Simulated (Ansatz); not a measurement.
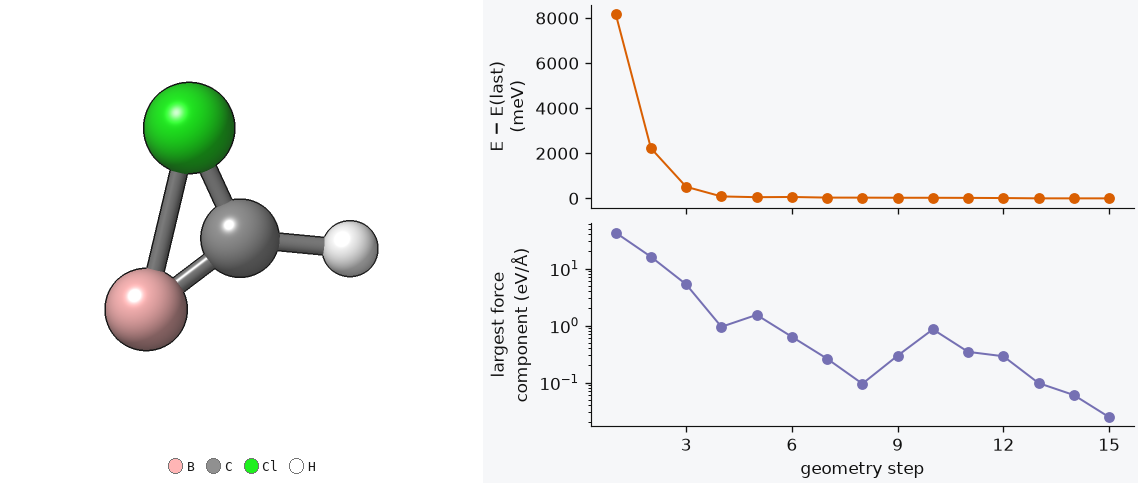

Beside the plot: the molecule at the start.

History of a geometry optimisation.

System: CHBCl, multiplicity 2.
Method: UKS PBE-D4/def2-SVP in Ansatz 0.2.0.

How did it end, and what did it gain?

The optimisation met its thresholds at geometry 15, counting the start as the first. The energy fell by about 8200 meV from the first step to the last. The largest force component goes from about 43 eV/Å at the start to 0.025 eV/Å at the end.

By which step was nine tenths of the energy gained?

By step 3 of 15.
